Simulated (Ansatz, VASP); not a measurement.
# Cross-check of SrO between VASP and Ansatz

One calculation is typed for both programs; each brings its own data sets and cutoff. How far apart do they land?

Method: plane waves, with VASP 6.6.1 beside it; band structure at HSE06 and band structure at HSE06, spin-orbit coupling, in Ansatz 0.2.0.

**1. Set-up**

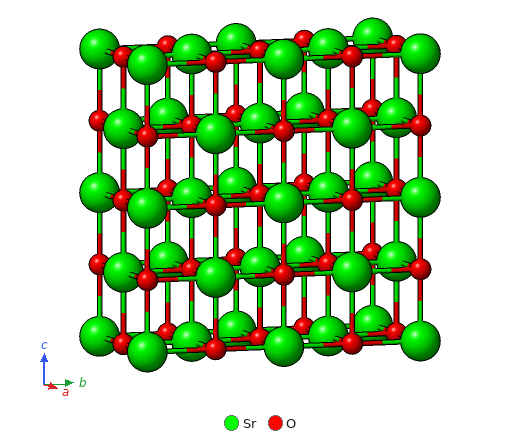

Start, viewed slightly off an axis; strontium green, oxygen red. 1×2×2 cells are drawn. This picture shows the conventional cell, with its axes. Some periodic images of atoms are drawn too.

**2. Ansatz: band structure, HSE06**

Ansatz runs on its default PAW (the set named soft_2) files.

Levels along a path test the potential and the projectors away from the mesh points.

input.yaml

```yaml
crystal:
  lattice:
    - [0.0, 2.58066, 2.58066]
    - [2.58066, 0.0, 2.58066]
    - [2.58066, 2.58066, 0.0]
  atoms:
    - { symbol: Sr, position: [0.0, 0.0, 0.0] }
    - { symbol: O, position: [0.5, 0.5, 0.5] }
hamiltonian:
  xc: { exchange: pbe, correlation: pbe, exx: { coeff: 0.25, omega: 0.2 } }
  pseudopotentials: { kind: paw }
kpoints:
  mp_grid: { grid: [5, 5, 5] }
  band_path:
    path:
      - [0.0, 0.0, 0.0]
      - [0.5, 0.0, 0.5]
      - [0.5, 0.22222, 0.72222]
      - [0.40278, 0.34722, 0.75]
      - [0.125, 0.125, 0.25]
      - [0.27778, 0.27778, 0.27778]
      - [0.55556, 0.38889, 0.55556]
      - [0.58333, 0.25, 0.66667]
      - [0.5, 0.30556, 0.69444]
      - [0.48611, 0.48611, 0.52778]
      - [0.625, 0.25, 0.625]
      - [0.5, 0.0, 0.5]
    npoints: 1
scf:
  occupations: { method: gaussian, width: 0.03 }
  n_extra_bands: 7
output:
  forces: true
  stress: true
  eigenvalues: true
  write_density: true
  write_potential: true
  elf: true
  volumetric_format: npy
```

The run is started by

```console
> ansatz run input.yaml --threads 4 --pin off --max-ram 9216MiB --backend cpu --events-out ev --progress --plain --runs-dir out
```

Numbers of over 12 decimals in the logs are rounded to 6 here.

Output:

```text
Warning: output.stress: scf.convergence.dr2_threshold = 1e-7 eV (the SCF's general default) is looser than the 2e-10 eV advised for a printed stress (1e-10 eV for each atom of the cell: 2). What an SCF threshold leaves in a stress goes as its square root, and in the free energy as the threshold itself, and one threshold admits the most on a small cell: [figures from the program's tests cut] Set scf.convergence.dr2_threshold to 2e-10 eV or tighter. The threshold is an SCF's pass mark: one that does not reach it within its budget of iterations ends unconverged, or closes short of it on a stop that the run arms, and scf.convergence.dr2_threshold's page says what that costs each kind of run
Warning: output.stress: scf.exx.energy_threshold = 1e-6 eV is looser than the 2e-8 eV advised for a stress under a hybrid functional (1e-8 eV for each atom of the cell: 2). Every SCF of the exchange loop can meet its threshold on dr2 while the loop round them stops early: no threshold on dr2 bounds what that leaves in the stress. Set scf.exx.energy_threshold to 2e-8 eV or tighter. The threshold is the loop's pass mark: a loop that does not reach it within its budget of cycles ends unconverged, and scf.exx.energy_threshold's page has the law
scf.n_extra_bands = 7 over 8 filled bands (N_el = 16.0): the run solves 15 bands
Engine: ansatz 0.2.0, x86_64-unknown-linux-gnu
Pseudopotentials: kind: paw
Pseudopotential: Sr, paw, valence charge 10, recommended cutoff 420 eV (normal), Sr.paw.azcp
Pseudopotential: O, paw, valence charge 6, recommended cutoff 420 eV (normal), O.paw.azcp
Functional definition: unnamed
  parameter a_1 = 0.25
  parameter omega_1 = 0.2/angstrom
  exchange = pbe_x + (-a_1)*pbe_x_sr(omega_1) + a_1*exact_x_sr(omega_1)
  correlation = pbe_c
Crystal: 2 atoms, lattice volume = 34.373 Å³
Basis set: ecut = 420 eV, 645 PW (Γ), exchange–correlation on 50×50×50 points (8 copies of the dense FFT grid, shifted against one another)
Bands: 15, of which v1, the nominal top of the filled ones, is band 8 counted from 1 (7 counted from 0)
Symmetry: 48 space group operations
Space group: Fm-3m (ITA 225), of the structure as read, at distance tolerance 3.3e-5 Å
k-points: 10 of 125
Non-local potential: Sr, projectors of the file, l = 0: 3, l = 1: 2, l = 2: 2
Non-local potential: O, projectors of the file, l = 0: 2, l = 1: 2, l = 2: 1
PAW form: soft (Blöchl's): semilocal exchange-correlation on the pseudo side does not see the compensation charge
PAW frozen core: Sr, regenerated for the run's functional, and the local potential with it (the file was generated under x = pbe(κ = 0.804, μ = 0.219515), c = pbe(β = 0.066725))
PAW frozen core: O, regenerated for the run's functional, and the local potential with it (the file was generated under x = pbe(κ = 0.804, μ = 0.219515), c = pbe(β = 0.066725))
PAW one-centre angular grid: Sr, 110 points (default); XC on 64 Gauss nodes
PAW one-centre angular grid: O, 110 points (default); XC on 96 Gauss nodes
Initial density: superposition of atomic densities (neutral atoms: chi_scale 0, normalization atom), corrected by the library's trained network
Initial wavefunctions: pseudopotential atomic-orbital guess
Functional: x = pbe(κ = 0.804, μ = 0.219515), c = pbe(β = 0.066725), warm-up for x = pbe(κ = 0.804, μ = 0.219515) + 0.25 (exact − pbe) at short range (hse, ω = 0.2 Å⁻¹), c = pbe(β = 0.066725)
SCF iter   1: F=—  HF=-4114.624482 eV  |F-HF|=—  |Δ(HF+E_count)|=         —  Δρ=1.20e-3  dr2=3.08e-4  ethr=1.77e-3  ⟨swp⟩=2.0  Hψ=1070  notcnv=0
preconditioner: auto → none  [insulator: Δε(μ)=3.494 eV  Ē_g=18.158 eV  σ=0.030 eV  W_gap=1.00  n_scr=8 (ndim 8)  ℏωp=23.7 eV  f_vac=0.000  D(μ)=0.00/eV (n_scr^D=0)]
SCF iter   2: F=-4114.624595 eV  HF=-4114.624552 eV  |F-HF|=4.31e-5  |Δ(HF+E_count)|=   7.07e-5  Δρ=4.28e-4  dr2=3.26e-5  ethr=1.93e-6  ⟨swp⟩=3.6  Hψ=329  notcnv=0  defer=3
SCF 1 stopped early in 2 iterations: F = -4114.624595 eV  dr2 = 3.26e-5
  greatest PAW one-centre occupation: 0.987 electrons in one spin orbital (limit 2), on the Sr atom at site 0 (counted from 0), in its partial waves of l = 0
Initial density: handed on by an earlier stage of this run
Initial wavefunctions: those handed on with the density
Functional: x = pbe(κ = 0.804, μ = 0.219515) + 0.25 (exact − pbe) at short range (hse, ω = 0.2 Å⁻¹), c = pbe(β = 0.066725)
Exchange kernel: α = 0.2500, screened, ω = 0.2000 Å⁻¹, Wigner–Seitz truncation, v(0) = 1120.3319 eV·Å³, q-mesh 5×5×5, nearest image of the exchange supercell L = 18.25 Å, pair-density grid 15×15×15, without the augmentation charges, whose exchange is taken in its separable form by FFT convolution over the k-point mesh (sized by the pseudopotential files, 20×20×20 at the most), smooth part of the exact exchange by density-matrix convolution
Frozen-core exchange: fock
SCF iter   1: F=—  HF=-4116.984639 eV  |F-HF|=—  |Δ(HF+E_count)|=         —  Δρ=7.84e-3  dr2=3.60e-2  ethr=2.04e-6  ⟨swp⟩=5.9  Hψ=691  notcnv=0
preconditioner: auto → none  [insulator: Δε(μ)=5.170 eV  Ē_g=20.549 eV  σ=0.030 eV  W_gap=1.00  n_scr=8 (ndim 8)  ℏωp=23.7 eV  f_vac=0.000  D(μ)=0.00/eV (n_scr^D=0)]
SCF iter   2: F=—  HF=-4116.978116 eV  |F-HF|=—  |Δ(HF+E_count)|=   6.52e-3  Δρ=8.47e-3  dr2=1.71e-2  ethr=2.04e-6  ⟨swp⟩=4.7  Hψ=521  notcnv=0
SCF iter   3: F=—  HF=-4116.974509 eV  |F-HF|=—  |Δ(HF+E_count)|=   3.61e-3  Δρ=2.07e-3  dr2=1.70e-3  ethr=2.04e-6  ⟨swp⟩=4.0  Hψ=385  notcnv=0
SCF iter   4: F=—  HF=-4116.978823 eV  |F-HF|=—  |Δ(HF+E_count)|=   4.31e-3  Δρ=8.85e-4  dr2=4.21e-4  ethr=2.04e-6  ⟨swp⟩=3.0  Hψ=308  notcnv=0
iter 5 solved again at ethr=3.56e-8 eV; its pass at ethr=2.04e-6 eV (dr2=5.70e-6 eV) is discarded
SCF iter   5: F=—  HF=-4116.978719 eV  |F-HF|=—  |Δ(HF+E_count)|=   1.04e-4  Δρ=1.21e-4  dr2=8.08e-6  ethr=3.56e-8  ⟨swp⟩=2.8  Hψ=527  notcnv=0
SCF iter   6: F=-4116.978719 eV  HF=-4116.978719 eV  |F-HF|=6.81e-8  |Δ(HF+E_count)|=   6.12e-8  Δρ=2.17e-5  dr2=2.56e-6  ethr=3.50e-8  ⟨swp⟩=2.0  Hψ=236  notcnv=0
SCF 2 stopped early in 6 iterations: F = -4116.978719 eV  dr2 = 2.56e-6
hybrid outer 1: dexx = +5.208e-3 eV, tail = 1.13e-5 eV
Exchange kernel: α = 0.2500, screened, ω = 0.2000 Å⁻¹, Wigner–Seitz truncation, v(0) = 1120.3319 eV·Å³, q-mesh 5×5×5, nearest image of the exchange supercell L = 18.25 Å, pair-density grid 15×15×15, without the augmentation charges, whose exchange is taken in its separable form by FFT convolution over the k-point mesh (sized by the pseudopotential files, 20×20×20 at the most), smooth part of the exact exchange by density-matrix convolution
Frozen-core exchange: fock
SCF iter   1: F=—  HF=-4116.978788 eV  |F-HF|=—  |Δ(HF+E_count)|=         —  Δρ=1.28e-4  dr2=3.22e-6  ethr=3.54e-7  ⟨swp⟩=3.7  Hψ=397  notcnv=0
preconditioner: auto → none  [insulator: Δε(μ)=5.009 eV  Ē_g=20.499 eV  σ=0.030 eV  W_gap=1.00  n_scr=8 (ndim 8)  ℏωp=23.7 eV  f_vac=0.001  D(μ)=0.00/eV (n_scr^D=0)]
SCF iter   2: F=—  HF=-4116.978787 eV  |F-HF|=—  |Δ(HF+E_count)|=   8.74e-7  Δρ=1.30e-5  dr2=3.56e-8  ethr=1.99e-8  ⟨swp⟩=3.0  Hψ=254  notcnv=0
SCF iter   3: F=—  HF=-4116.978787 eV  |F-HF|=—  |Δ(HF+E_count)|=   3.18e-7  Δρ=8.33e-6  dr2=1.42e-8  ethr=6.99e-11  ⟨swp⟩=4.1  Hψ=399  notcnv=0
SCF iter   4: F=-4116.978787 eV  HF=-4116.978787 eV  |F-HF|=7.28e-12  |Δ(HF+E_count)|=   2.92e-9  Δρ=4.42e-7  dr2=2.28e-10  ethr=6.99e-11  ⟨swp⟩=3.0  Hψ=257  notcnv=0
SCF 3 converged in 4 iterations: F = -4116.978787 eV  dr2 = 2.28e-10
  Residual-converged pass: ⟨swp⟩=3.0  Hψ=283  notcnv=0  max |occ|·‖R‖ = 2.4e-6 eV (tolerance 2.4e-6 eV)  dr2=2.38e-10  dr2_onsite=2.92e-11  max |Δocc| = 0.0e0
hybrid outer 2: dexx = +3.956e-7 eV, tail = 3.68e-9 eV, Δε = 7.55e-4 eV (about 1.42e-5 eV left of the loop's levels)
NSCF: frozen V_eff on 12 k-points
hybrid SCF converged: 2 outer / 10 inner (+2 warm-up), last move |dexx| = 3.96e-7 eV, tail = 3.68e-9 eV
Stability not checked: this state was not tested for a lower state beside it, because the functional holds exact exchange (a hybrid, or Hartree-Fock), whose exchange loop this test does not read (fock_operator; see scf.lower_state_search)
Free energy (F): -4116.978787 eV
Frozen-core exchange: fock
Harris-Foulkes:  -4116.978787 eV  (|F-HF|=7.28e-12)
Internal energy: -4116.978787 eV  (E = F + TS)
E sigma→0 (E₀):  -4116.978787 eV
Fermi energy:    9.241068 eV
--- Per-component energies (eV) ---
  E_band       = -88.125011
  E_kinetic    = 423.748348
  E_local      = -868.921979  (includes V_loc(G=0)·N_el)
  E_nonlocal   = 248.516423
  E_hartree    = 236.457854
  E_xc         = -199.091814
  E_vxc        = -206.119531  (∫ρ·V_xc dr)
  E_exx        = -43.173710  (= α·E_x^exact, valence–valence)
  E_paw        = -2861.888192  (= ΣΔE_a)
  E_vpaw       = -71.918882  (= ΣTr[D̂ρ^β])
  E_aug_tail   = 0.002384  (compensation charges beyond the density's cutoff)
  E_ewald      = -1052.229361
  E_core_change = -0.398739  (= ΣΔE_core)
  E_smearing   = -0.000000  (= −TS)
  E_closure    = -0.000000  (closes the sum)
  Σ components = -4116.978787   (vs F -4116.978787, Δ=0.00e0)
--- Forces (eV/Å), atoms counted from 1 ---
  atom   1  Sr    -0.00000000     0.00000000    -0.00000000
  atom   2  O      0.00000000    -0.00000000     0.00000000
  max |Σ_I F_I| component: 3.02e-29 eV/Å
--- Stress (GPa, compression-positive) ---
       -0.413933       0.000000      -0.000000
        0.000000      -0.413933      -0.000000
        0.000000       0.000000      -0.413933
  P = ⅓ Tr σ = -0.4139 GPa (-4.139 kbar)
--- Band table (eV; the first three rows and the last of 10) ---
  k-point 0: bands = [... 4 lower, -7.8802, 6.7358, 6.7358, 6.7358, 12.1638, 14.6580, 14.6580, 14.6580, ... 3 higher]
  k-point 1: bands = [... 4 lower, -7.4461, 5.7966, 6.2936, 6.2936, 13.7482, 14.3833, 15.4404, 15.4404, ... 3 higher]
  k-point 2: bands = [... 4 lower, -6.9867, 4.6827, 5.6800, 5.6800, 14.8055, 16.2047, 17.0991, 17.0991, ... 3 higher]
  k-point 9: bands = [... 4 lower, -7.4656, 5.5197, 6.0113, 6.3369, 13.6353, 15.4359, 17.2530, 19.0042, ... 3 higher]
```

Wall time 9 s (4 threads of Intel Xeon Platinum 8488C (Sapphire Rapids), shared host); peak memory 0.65 GiB.

In the SCF lines HF is the Harris–Foulkes energy and dr2 the Hartree energy of the density residual, in eV; the loop may stop once dr2 is under the threshold and the program's other checks hold. Hψ counts applications of the Hamiltonian.

**3. VASP: band structure, HSE06**

The same cell, functional, mesh and smearing now go to VASP, with its own data sets and cutoff.

Lines of VASP's logs that name or quote its potential files are left out, and so is its time.

INCAR

```
SYSTEM = SrO
PREC = Accurate
ENCUT = 460
EDIFF = 1E-06
NELM = 100
ISMEAR = 0
SIGMA = 0.03
LREAL = .FALSE.
ALGO = Normal
LHFCALC = .TRUE.
AEXX = 0.25
GGA = PE
HFSCREEN = 0.2
LASPH = .TRUE.
NBANDS = 14
PRECFOCK = Fast
LORBIT = 11
LWAVE = .FALSE.
LCHARG = .FALSE.
KPAR = 4
```

POSCAR

```
SrO
1.0
    0.0000000000      2.5806600000      2.5806600000
    2.5806600000      0.0000000000      2.5806600000
    2.5806600000      2.5806600000      0.0000000000
Sr O
1 1
Direct
    0.0000000000      0.0000000000      0.0000000000
    0.5000000000      0.5000000000      0.5000000000
```

KPOINTS

```
Automatic mesh
0
Gamma
5 5 5
0 0 0
```

KPOINTS_OPT

```
Line mode
10
Line-mode
Reciprocal
  0.00000000   0.00000000   0.00000000 GAMMA
  0.50000000   0.00000000   0.50000000 X

  0.50000000   0.00000000   0.50000000 X
  0.50000000   0.25000000   0.75000000 W

  0.50000000   0.25000000   0.75000000 W
  0.37500000   0.37500000   0.75000000 K

  0.37500000   0.37500000   0.75000000 K
  0.00000000   0.00000000   0.00000000 GAMMA

  0.00000000   0.00000000   0.00000000 GAMMA
  0.50000000   0.50000000   0.50000000 L

  0.50000000   0.50000000   0.50000000 L
  0.62500000   0.25000000   0.62500000 U

  0.62500000   0.25000000   0.62500000 U
  0.50000000   0.25000000   0.75000000 W

  0.50000000   0.25000000   0.75000000 W
  0.50000000   0.50000000   0.50000000 L

  0.50000000   0.50000000   0.50000000 L
  0.37500000   0.37500000   0.75000000 K

  0.62500000   0.25000000   0.62500000 U
  0.50000000   0.00000000   0.50000000 X
```

The projector-augmented-wave data sets are Sr_sv and O (PBE family, release 64).

The run is started by

```console
> mpirun -np 4 vasp_std
```

Output:

```text
[banner, memory and clock lines left out]
running    4 mpi-ranks, on    1 nodes
 distrk:  each k-point on    1 cores,    4 groups
 distr:  one band on    1 cores,    1 groups

 POSCAR found type information on POSCAR SrO
 POSCAR found :  2 types and       2 ions
 LDA part: xc-table for (Slater+PW92), standard interpolation
 found WAVECAR, reading the header
 POSCAR, INCAR and KPOINTS ok, starting setup
 FFT: planning ... GRIDC
 FFT: planning ... GRID_SOFT
 FFT: planning ... GRID
 reading WAVECAR
 the WAVECAR file was read successfully
 initial charge from wavefunction
 entering main loop
       N       E                     dE             d eps       ncg     rms          rms(c)
DAV:   1    -0.142384819827E+02   -0.14238E+02   -0.49356E-01   306   0.912E+00    0.440E+00
DAV:   2    -0.142061143502E+02    0.32368E-01   -0.73260E-02   328   0.275E+00    0.207E+00
DAV:   3    -0.142093984614E+02   -0.32841E-02   -0.14612E-02   316   0.104E+00    0.977E-01
DAV:   4    -0.142083272885E+02    0.10712E-02   -0.15367E-03   304   0.395E-01    0.626E-01
DAV:   5    -0.142082061254E+02    0.12116E-03   -0.86448E-04   310   0.249E-01    0.446E-01
DAV:   6    -0.142081395131E+02    0.66612E-04   -0.42695E-05   322   0.791E-02    0.262E-01
DAV:   7    -0.142081241530E+02    0.15360E-04   -0.28854E-05   328   0.543E-02    0.140E-01
DAV:   8    -0.142081223350E+02    0.18180E-05   -0.53177E-06   310   0.258E-02    0.827E-02
DAV:   9    -0.142081217984E+02    0.53654E-06   -0.27391E-06   304   0.173E-02
   1 F= -.14208122E+02 E0= -.14208122E+02  d E =-.183666E-15
 Start KPOINTS_OPT (optional k-point list driver)
k-point batch [1-10\100]
       N       E                     dE             ncg
DAV:   1    -0.959564262579E+03   -0.44611E+04      280
DAV:   2    -0.179428721907E+04   -0.83472E+03      376
DAV:   3    -0.184861068982E+04   -0.54323E+02      326
DAV:   4    -0.184975172742E+04   -0.11410E+01      402
DAV:   5    -0.184977478788E+04   -0.23060E-01      372
DAV:   6    -0.184977516964E+04   -0.38175E-03      380
DAV:   7    -0.184977517331E+04   -0.36688E-05      232
DAV:   8    -0.184977517344E+04   -0.13554E-06      170
[...]
k-point batch [91-100\100]
       N       E                     dE             ncg
DAV:   1    -0.104589794943E+04   -0.69498E+04      280
DAV:   2    -0.182125688307E+04   -0.77536E+03      358
DAV:   3    -0.186978357881E+04   -0.48527E+02      374
DAV:   4    -0.187092672696E+04   -0.11431E+01      434
DAV:   5    -0.187094976230E+04   -0.23035E-01      400
DAV:   6    -0.187095006636E+04   -0.30406E-03      402
DAV:   7    -0.187095007314E+04   -0.67799E-05      330
DAV:   8    -0.187095007329E+04   -0.14775E-06      260
```

Parts of OUTCAR (step 3):

```text
ion  position               nearest neighbor table
   1  0.000  0.000  0.000-   2 2.58   2 2.58   2 2.58   2 2.58   2 2.58   2 2.58
   2  0.500  0.500  0.500-   1 2.58   1 2.58   1 2.58   1 2.58   1 2.58   1 2.58

  LATTYP: Found a face centered cubic cell.
 ALAT       =     5.1613200000

 Subroutine GETGRP returns: Found 48 space group operations
 (whereof 48 operations were pure point group operations)

The static configuration has the point symmetry O_h .

 Found     10 irreducible k-points:

   k-points           NKPTS =     10   k-points in BZ     NKDIM =    125   number of bands    NBANDS=     14

   dimension x,y,z NGX =    28 NGY =   28 NGZ =   28
   dimension x,y,z NGXF=    56 NGYF=   56 NGZF=   56

   ENCUT  =  460.0 eV  33.81 Ry    5.81 a.u.   6.38  6.38  6.38*2*pi/ulx,y,z

   NELECT =      16.0000    total number of electrons

 k-points in reciprocal lattice and weights: Automatic mesh
   0.00000000  0.00000000  0.00000000       0.008
   0.20000000  0.00000000  0.00000000       0.064
   0.40000000  0.00000000  0.00000000       0.064
   0.20000000  0.20000000  0.00000000       0.048
   0.40000000  0.20000000  0.00000000       0.192
  -0.40000000  0.20000000  0.00000000       0.192
  -0.20000000  0.20000000  0.00000000       0.096
   0.40000000  0.40000000  0.00000000       0.048
  -0.40000000  0.40000000  0.00000000       0.096
  -0.40000000  0.40000000  0.20000000       0.192

  exchange ACFDT corr.  =         0.00000000  see jH, gK, PRB 81, 115126

 average (electrostatic) potential at core
       1 -32.2635       2 -64.4726

 E-fermi :   0.6926

 k-point     1 :       0.0000    0.0000    0.0000
  band No.  band energies     occupation
    ...
      4     -14.1992      2.00000
      5     -14.1992      2.00000
      6       0.5326      2.00000
      7       0.5326      2.00000
      8       0.5326      2.00000
      9       5.9345      0.00000
     10       8.4019      0.00000
     11       8.4019      0.00000
     12       8.4019      0.00000
     13      10.6275      0.00000
    ...

 k-point     2 :       0.2000    0.0000    0.0000
  band No.  band energies     occupation
    ...
      4     -14.2253      2.00000
      5     -13.7464      2.00000
      6      -0.4187      2.00000
      7       0.0794      2.00000
      8       0.0795      2.00000
      9       7.5205      0.00000
     10       8.1490      0.00000
     11       9.1911      0.00000
     12       9.1911      0.00000
     13      11.6499      0.00000
    ...

 k-point     3 :       0.4000    0.0000    0.0000
  band No.  band energies     occupation
    ...
      4     -14.2666      2.00000
      5     -13.2740      2.00000
      6      -1.5472      2.00000
      7      -0.5477      2.00000
      8      -0.5477      2.00000
      9       8.5694      0.00000
     10      10.0050      0.00000
     11      10.8468      0.00000
     12      10.8469      0.00000
     13      13.7553      0.00000
    ...

  energy-cutoff  :      460.00
  volume of cell :       34.37
      direct lattice vectors                 reciprocal lattice vectors
     0.000000000  2.580660000  2.580660000    -0.193748886  0.193748886  0.193748886
     2.580660000  0.000000000  2.580660000     0.193748886 -0.193748886  0.193748886
     2.580660000  2.580660000  0.000000000     0.193748886  0.193748886 -0.193748886

 POSITION                                       TOTAL-FORCE (eV/Angst)
 -----------------------------------------------------------------------------------
      0.00000      0.00000      0.00000         0.000000     -0.000000     -0.000000
      2.58066      2.58066      2.58066        -0.000000      0.000000      0.000000
 -----------------------------------------------------------------------------------
    total drift:                               -0.000001     -0.000000     -0.000000

  FREE ENERGIE OF THE ION-ELECTRON SYSTEM (eV)
  ---------------------------------------------------
  free  energy   TOTEN  =       -14.2081217984 eV

  energy  without entropy=      -14.2081217984  energy(sigma->0) =      -14.20812180

 total charge
# of ion       s       p       d       tot
------------------------------------------
    1        2.013   5.858   0.223   8.094
    2        1.562   3.453   0.000   5.015
--------------------------------------------------
tot          3.575   9.311   0.223  13.109

[... 3 further parts left out ...]
```

[end of part 1 of 2]

[Lines on the potential files, build, host, timing and source positions are cut from VASP's logs without a mark.]

[Logs are printed without paths, hosts, clocks, repeated set-up lines and the standing remarks that a program may print on its own settings, such as how far it seeks lower states.]

[Hosts, paths, dates, database ids (printed as entryN), source tags and the programs' standing remarks are cut or masked in the printed files.]
